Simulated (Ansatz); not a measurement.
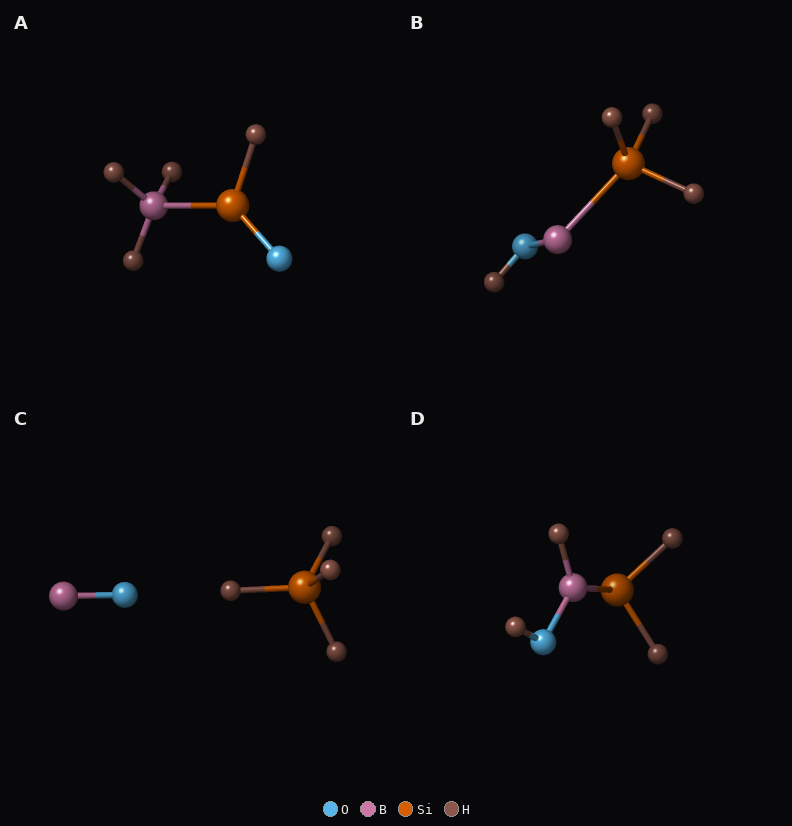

4 stationary structures of one formula. The species has charge −1 and is a spin singlet. Geometries: PBE-D4/def2-SVPD. Electronic energies: PBE-D4/def2-SVPD (Ansatz 0.2.0), without zero-point energy. No frequency run is at hand to confirm each as a minimum. Each is one conformer, not always the lowest.

> Which is lowest in energy, and by how much?

A is lowest (Cs); D lies 66.6 kJ/mol above it (C1), C lies 98.3 kJ/mol above it, B lies 218.4 kJ/mol above it (Cs).
